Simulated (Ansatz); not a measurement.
```yaml
atoms:
  - { symbol: Ge, position_ang: [0.0445, 0.0350, 0.0316] }
  - { symbol: H, position_ang: [-0.0601, 0.0064, 1.5606] }
  - { symbol: H, position_ang: [1.4513, 0.0064, -0.5765] }
  - { symbol: Cl, position_ang: [-1.0143, 1.7614, -0.7173] }
  - { symbol: F, position_ang: [-0.7967, -1.3686, -0.5633] }
```

Level of theory: RKS B3LYP-D4/def2-SVP in Ansatz 0.2.0.

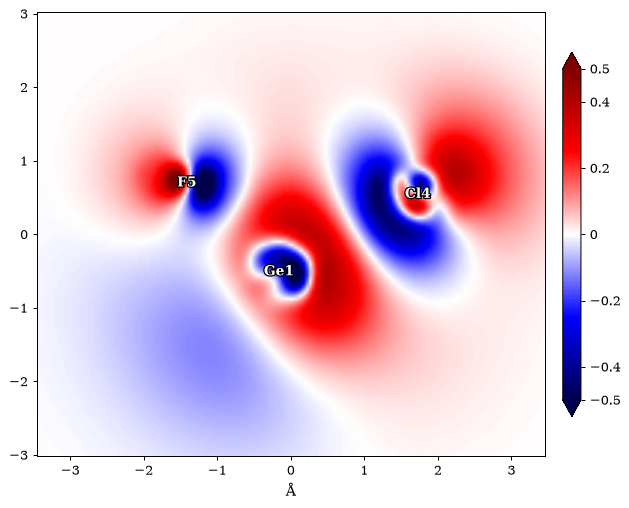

ClFGeH2. The LUMO on the plane of atoms Cl4, Ge1 and F5 (values in Å⁻³ᐟ²; the overall sign is arbitrary).

Where does this orbital lie, and at what energy?

Answer. By Hirshfeld shares it lies mainly on Ge1 (about 45 %), Cl4 (about 30 %), H2 (about 10 %) and H3 (about 10 %). Its energy is −0.38 eV.
